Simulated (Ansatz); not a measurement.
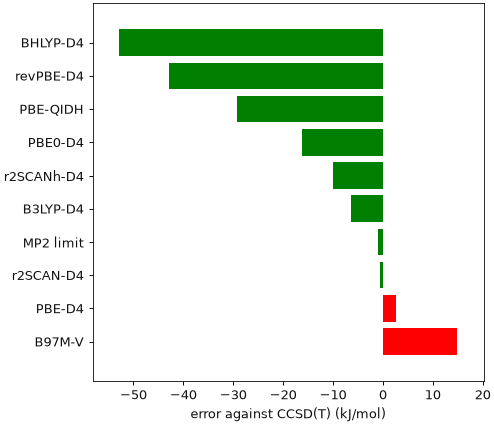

Error in the electronic atomisation energy (method less reference, so positive means overbinding) of CH₆SSi, SMILES CS[SiH3]: functionals in def2-TZVPP against frozen-core CCSD(T) at the limit (MP2 extrapolated from triple and quadruple zeta, plus CCSD(T) less MP2 in a smaller set), which gives 2924.7 kJ/mol, at a PBE0-D4/def2-TZVP geometry (a minimum by its frequencies), no zero-point or spin-orbit term, the Ansatz code 0.2.0. The reference leaves out core correlation, a term that grows with the number of heavy atoms. PBE-QIDH holds a correlation term that converges slowly with the basis, so part of the distance to the limit is basis error. No dispersion term is added to PBE-QIDH. Limit means the basis limit.

What range do the values span?

From −52.8 kJ/mol (BHLYP-D4) to 14.8 kJ/mol (B97M-V).

Which of these levels overbind, and which underbind?

Overbind: none clearly. Underbind: BHLYP-D4, revPBE-D4, PBE-QIDH and PBE0-D4. Within 15 kJ/mol of zero, too close to call in view of what the reference leaves out: r2SCANh-D4, B3LYP-D4, MP2 limit, r2SCAN-D4, PBE-D4 and B97M-V.
